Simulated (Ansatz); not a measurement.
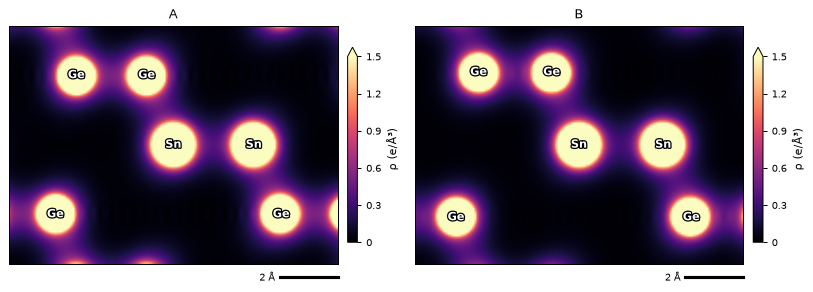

SnGe$_{2}$. The valence charge density (pseudo) of two cells that differ in size, on the (110) plane of each (indices in the axes of the calculation cell), at one length scale and on one colour scale; one has 25.5 and the other 28.9 Å³ an atom.

The calculation used DFT PBE, scalar-relativistic, plane waves, PAW in Ansatz 0.2.0.

The density is the valence pseudo-density of a PAW calculation; it isn't the true density close to the nuclei.

Which is the denser cell? Describe the effect of the change.

Panel A is the smaller cell, by 12 % in volume. From the larger cell to the smaller, Sn–Sn goes from 2.91 to 2.77 Å, and the density at its midpoint from 0.32 to 0.39 e/Å³; Sn–Ge goes from 2.68 to 2.58 Å, and the density at its midpoint from 0.4 to 0.46 e/Å³; Ge–Ge goes from 2.52 to 2.43 Å, and the density at its midpoint from 0.45 to 0.53 e/Å³; the pressure goes from −1.3 to 6 GPa.
